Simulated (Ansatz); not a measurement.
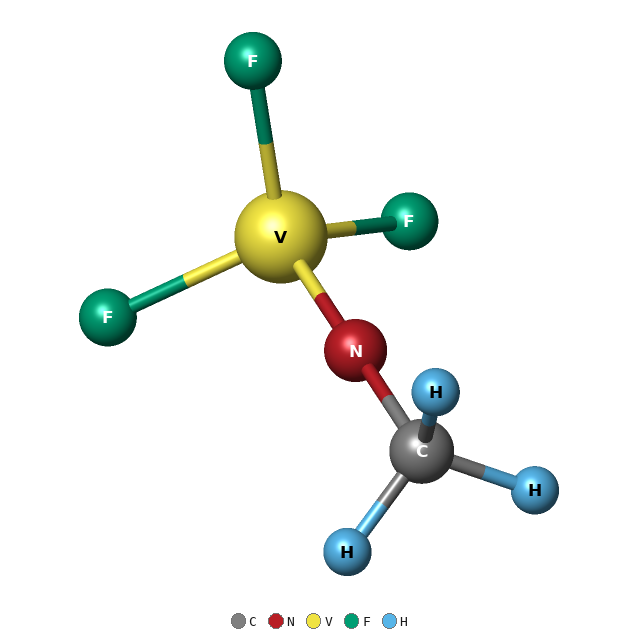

The species is neutral and a spin singlet. Sticks follow a distance rule. Harmonic vibrations computed with RKS PBE0-D4/def2-TZVP (Ansatz 0.2.0) at a stationary point of the same level.

Minimum or transition state?

Answer. A minimum: no imaginary frequency, and the lowest mode lies at 63 cm⁻¹.

How many vibrational modes are there, and where do they lie?

Answer. 21 modes: 63, 104, 104, 198, 198, 249, 374, 374, 667, 765, 789, 789, 1077, 1077, 1381, 1444, 1454, 1454, 3022, 3102, 3102 cm⁻¹.
